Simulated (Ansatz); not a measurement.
CH$_{6}$O$_{2}$Si (SMILES OC[SiH2]O)

Input

```
crystal:
  periodic: [false, false, false]
  atoms:
    - {symbol: O, position_ang: [-1.443887, 1.148124, 0.182561]}
    - {symbol: C, position_ang: [-0.242975, 0.717202, 0.811168]}
    - {symbol: Si, position_ang: [0.375364, -0.872979, 0.019459]}
    - {symbol: O, position_ang: [0.330473, -0.654715, -1.623279]}
    - {symbol: H, position_ang: [-1.326022, 1.070196, -0.769250]}
    - {symbol: H, position_ang: [-0.473717, 0.557312, 1.868885]}
    - {symbol: H, position_ang: [0.529092, 1.501538, 0.777983]}
    - {symbol: H, position_ang: [1.758485, -1.195102, 0.475526]}
    - {symbol: H, position_ang: [-0.545487, -1.997227, 0.309958]}
    - {symbol: H, position_ang: [1.121772, -0.325550, -2.050113]}
basis:
  gaussian: {orbitals: def2-TZVPP}
hamiltonian: {xc: pbe0, dispersion: d4}
output: {orbitals: {seedname: orbitals}}
```

Command:

```sh
ansatz run in.yaml --threads 2 --pin off --events-out ev --progress --plain --max-ram 4352MiB
```

Geometry: PBE0-D4/def2-TZVP.

Computed with RKS PBE0-D4/def2-TZVPP in Ansatz.

Predict the electron density and electron localisation function between the atoms.

Answer. C–O (1.42 Å): the density is about 2 e/Å³ at the midpoint, with its minimum of 1.7 e/Å³ about 0.5 Å from C; the ELF peaks at about 0.85 between the atoms, as expected for a polar covalent bond.
C–Si (1.88 Å): ρ is about 1 e/Å³ halfway; the ELF peaks at about 1 between the atoms (a covalent bond).

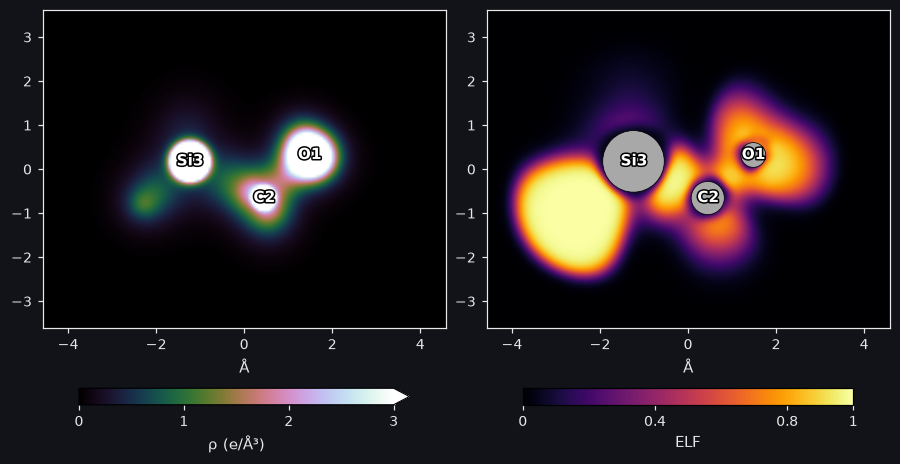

Computed electron density and electron localisation function on the plane of atoms O1, C2 and Si3, in this order. Grey discs cover the atomic cores in the ELF map. 
